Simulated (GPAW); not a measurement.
# Surface energy and work function of Pb(100) from slabs of 4 to 14 layers (LDA)

How do energy and work function of Pb(100) films settle with thickness, and what surface energy follows?

Set-up. GPAW 26.7.0, plane waves at 450 eV with PAW setups; symmetric 1×1 slabs cut at the tabulated lattice constant (two decimals; low-temperature values for the alkali metals), atoms at bulk places, 7.5 Å of vacuum on each side, one in-plane mesh for all thicknesses, Fermi-Dirac smearing of 0.1 eV. Energies are extrapolated to zero smearing and count from the program's reference atoms. Functional LDA. The cell's area is 12.251 Å².

Results, with one row withheld:

| layers | energy (eV) | work function (eV) |
| --- | --- | --- |
| 4 | −17.1761 | 4.11 |
| 5 | −21.6011 | 4.00 |
| 6 | −26.1304 | 4.06 |
| 7 | −30.5936 | 4.06 |
| 8 | −35.1207 | 4.07 |
| 9 | −39.6089 | 4.07 |
| 10 | −44.1144 | 4.06 |
| 11 | −48.6066 | 4.05 |
| 12 | −53.0986 | 4.05 |
| 14 | ? | ? |

Q: What surface energy do these runs give, and what energy and work function should the 14-layer slab have?

A: A slab of n layers has E(n) = nε + 2Aγ once its middle is bulk-like. A line through n = 6 to 12 has the slope ε = −4.4973 eV a layer and the intercept 2Aγ = 0.8652 eV (r.m.s. residual 10.4 meV). So γ = 0.8652 / (2 × 12.251 Å²) = 0.0353 eV/Å² = 0.57 J/m², with a standard error of about 0.01 J/m² from the scatter about the line. For 14 layers: 0.8652 + 14 × (−4.4973) = −62.097 eV; the run gives −62.089 eV, 7.5 meV over the line. The work function has no such law: from 6 to 12 layers it moves between 4.05 and 4.07 eV (mean 4.06), and the 14-layer slab gives 4.05 eV. The thinnest slab, 4 layers, lies +0.05 eV from that mean.

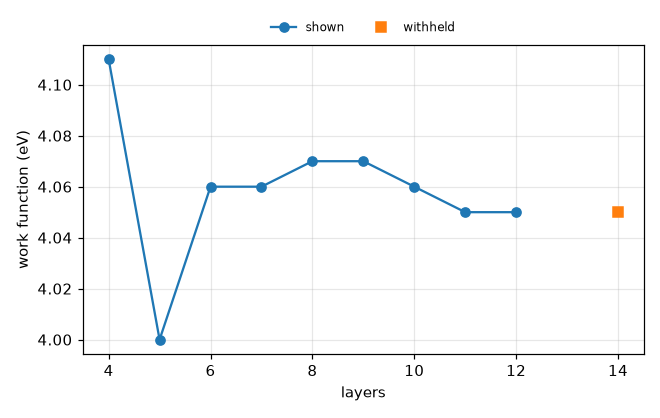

Work function against thickness.

Caveats: The surfaces are unrelaxed, so γ is an upper bound for this functional and lattice constant. The tabulated lattice constant isn't the functional's own, which strains the slab a little. Spin-orbit coupling is left out.
